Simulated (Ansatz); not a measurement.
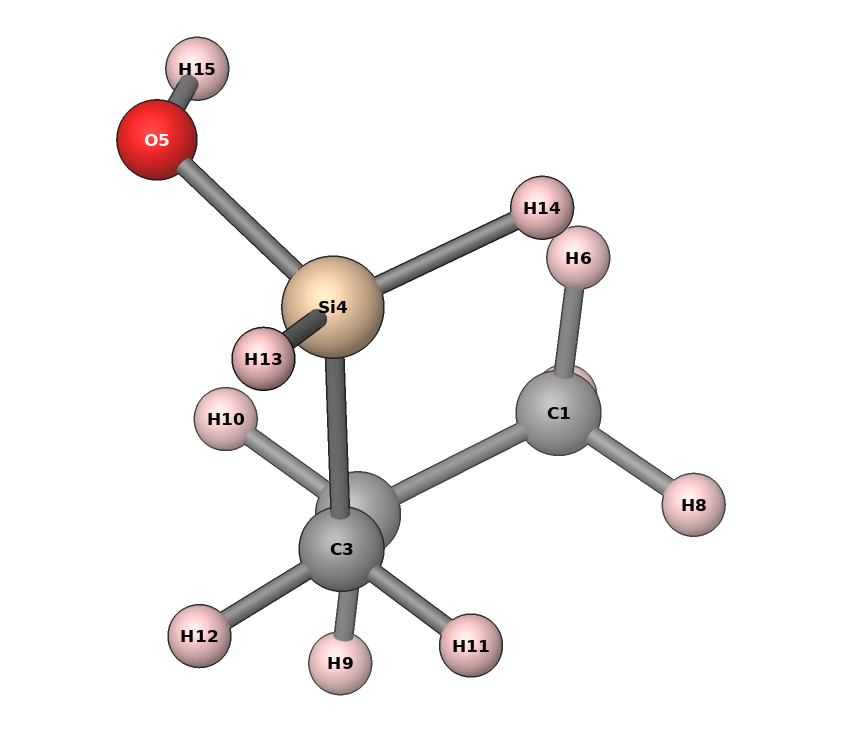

C2 lies behind C3. The molecule seen nearly along the C3–C2 bond, C3 in front. Distant atoms are faded towards the background colour. Computed geometry: PBE-D4/def2-SVP optimisation. No frequency run is at hand to confirm it as a minimum.

**What is the torsion angle Si4–C3–C2–C1? The sign is positive where the front bond must turn clockwise to cover the back bond.**

65°, synclinal (gauche). The bonds about C3–C2 are staggered.
